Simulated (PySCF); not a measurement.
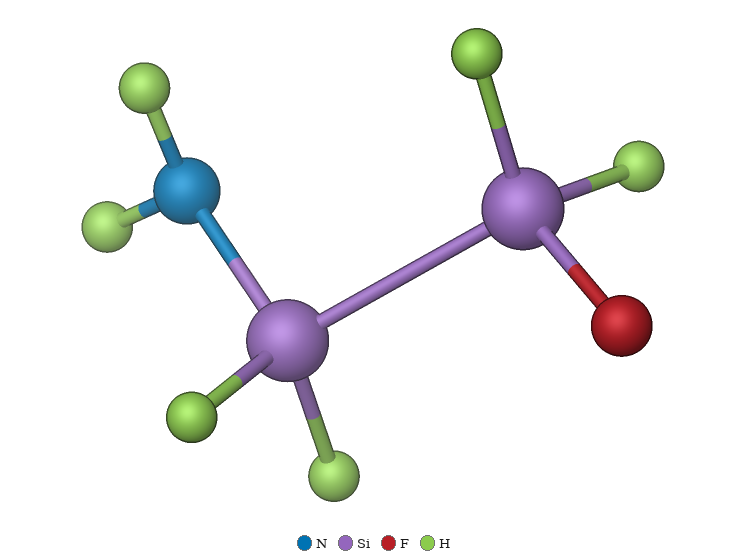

The geometry was computed by an optimisation with PBE0-D3(BJ)/def2-SVP. No frequency run is at hand to confirm it as a minimum.

Give the structural formula.

SMILES: N[SiH2][SiH2]F

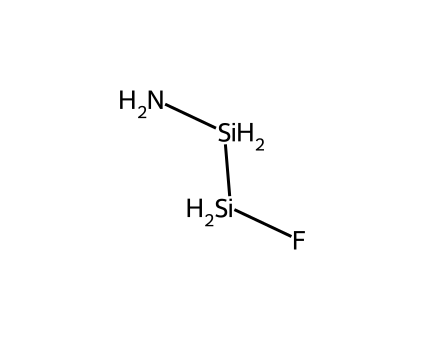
